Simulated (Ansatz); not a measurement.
Process, species as SMILES: BN (BH2-NH2) → [BH2] (BH2) + [NH2] (NH2)
B3LYP-D3(BJ)/def2-TZVP geometries, fixed; electronic energies without zero-point terms.

Basis-set convergence of the bond dissociation energy at PBE with Ansatz (a first-principles code). Cartesian d functions, on some or all atoms, in 6-31+G*; all else is spherical. The program fits the integrals of some runs and decomposes those of others, by size. Open shells are unrestricted. No added dispersion term, no relativity. Functions are those of the species that has most. Reference: the value in aug-pcseg-3, 148.48 kcal/mol, itself unsure by roughly 0.14 kcal/mol (its mean distance from aug-cc-pVQZ, cc-pV5Z, def2-QZVPPD). Deviations are taken from unrounded values.

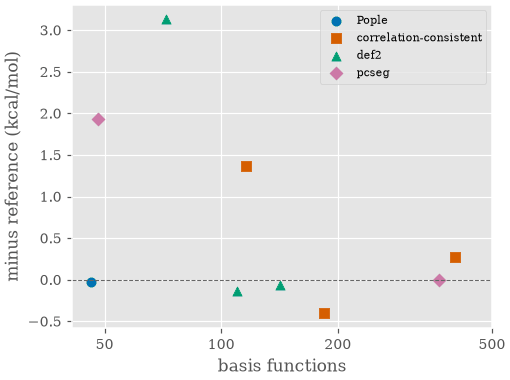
Figure. Deviation from the reference against the number of basis functions, by family of sets.

```json
[
 {"basis": "6-31+G*", "functions": "46", "bond dissociation energy (kcal/mol)": "148.45", "minus reference (kcal/mol)": "-0.03"},
 {"basis": "pcseg-1", "functions": "48", "bond dissociation energy (kcal/mol)": "150.41", "minus reference (kcal/mol)": "1.93"},
 {"basis": "def2-SVPD", "functions": "72", "bond dissociation energy (kcal/mol)": "151.61", "minus reference (kcal/mol)": "3.13"},
 {"basis": "def2-TZVPD", "functions": "110", "bond dissociation energy (kcal/mol)": "148.35", "minus reference (kcal/mol)": "-0.13"},
 {"basis": "cc-pVTZ", "functions": "116", "bond dissociation energy (kcal/mol)": "149.85", "minus reference (kcal/mol)": "1.37"},
 {"basis": "def2-TZVPPD", "functions": "142", "bond dissociation energy (kcal/mol)": "148.41", "minus reference (kcal/mol)": "-0.07"},
 {"basis": "aug-cc-pVTZ", "functions": "184", "bond dissociation energy (kcal/mol)": "148.08", "minus reference (kcal/mol)": "-0.40"},
 {"basis": "aug-pcseg-3", "functions": "366", "bond dissociation energy (kcal/mol)": "148.48", "minus reference (kcal/mol)": "0.00"},
 {"basis": "cc-pV5Z", "functions": "402", "bond dissociation energy (kcal/mol)": "148.75", "minus reference (kcal/mol)": "0.27"}
]
```
